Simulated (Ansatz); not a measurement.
Cost and result by functional for the surface energy of the (310) surface of bcc W in its 1x1 cell, outermost plane spacing 1.01 Å in the ideal cut, in Ansatz (plane waves, PAW). Single points on the PBE structure, on one kind of machine; costs are rough ratios of the slab run's core time (references not counted) to the cheapest single point. r2SCAN's cost holds its higher cutoff (500 against 420 eV). Differences are taken against r2SCAN for comparison alone: no measured value is at hand, so the table doesn't rank accuracy.

Slab: 11 atoms, 10.1 Å thick at the start (thin: gaps and levels are the slab's own); k 12x8x1, smearing 0.1 eV, dipole-corrected; all atoms relaxed; held to the part of the start's symmetry that mesh and held atoms allow; no spin, no spin-orbit, no U. These notes are the PBE run's.

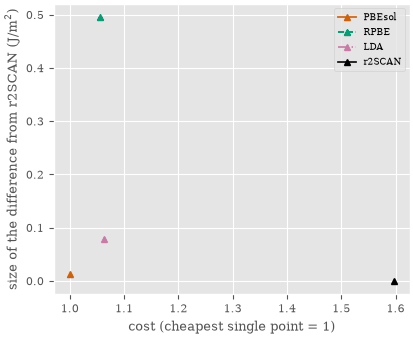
Difference from r2SCAN against cost

| functional | relative cost | surface energy (J/m²) | less r2SCAN (J/m²) |
|---|---|---|---|
| PBEsol | 1 | 4.09 | 0.01 |
| RPBE | 1 | 3.58 | -0.50 |
| LDA | 1 | 4.16 | 0.08 |
| r2SCAN | 2 | 4.08 | 0.00 |
| PBE (the relaxed run's value) | – | 3.76 | -0.32 |

The values span 0.57 J/m², while the single points' costs differ by a factor of roughly 2. Differences are of unrounded values.

Ansatz is a program for electronic structure.
